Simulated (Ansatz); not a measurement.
## WC, response to strain

The reference is WC (space group P-6m2, No. 187; relaxed with 0.1 eV smearing).

```yaml
crystal:
  lattice:
    - [2.89911, 0.00000, 0.00000]
    - [-1.44955, 2.51070, 0.00000]
    - [0.00000, 0.00000, 2.82680]
  atoms:
    - { symbol: W, position: [0.00000, 0.00000, 0.00000] }
    - { symbol: C, position: [0.33333, 0.66667, 0.50000] }
```

Strains are applied to the cell and any free atomic positions relax.

Computed with PBEsol (Ansatz, an electronic-structure program, PAW, without spin-orbit coupling).

Notes on the quantities. energy relative to the base: free energy F.

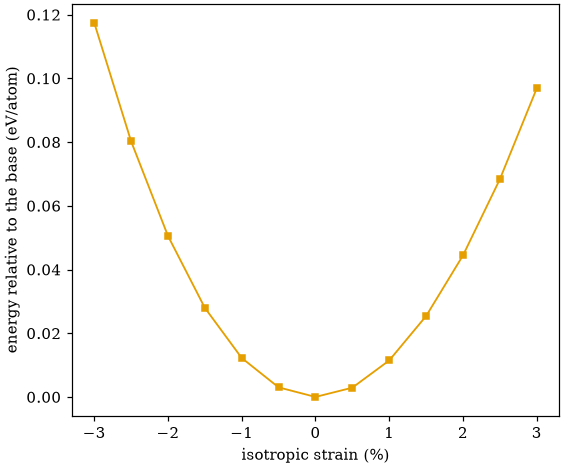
Fig. 1. Energy relative to the base against isotropic strain

Q: From the plot, what is the energy relative to the base for isotropic strain +0.50 %?

A: About 0.003 eV/atom.

Q: Is the trend monotonic over the range shown?

A: No, it turns within the range, spanning 0 meV/atom to +117 meV/atom.

Stability against distortions was not tested. All final runs are without spin polarisation.
